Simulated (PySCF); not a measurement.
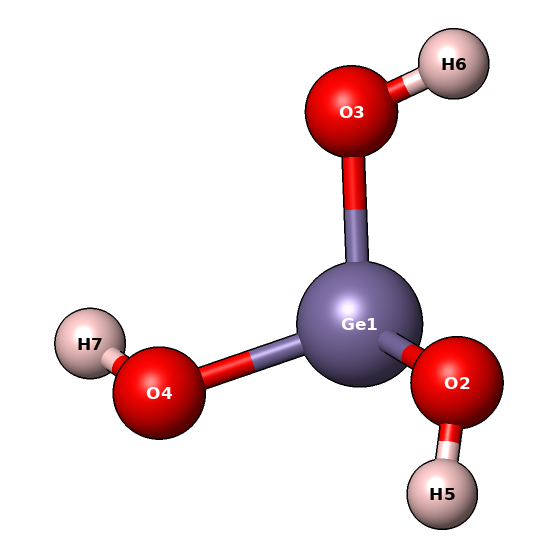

Every bond is drawn as one stick. The species is neutral and a spin doublet. The geometry was computed by an optimisation with PBE0/def2-TZVP. Method: PBE0/def2-TZVP (PySCF 2.14.0).

List the Mayer bond orders of Ge1–O2, O2–H5 (one bond of each equivalent set).

```csv
bond,Mayer order,length (Å)
Ge1–O2,1.06,1.778
O2–H5,0.88,0.962
```
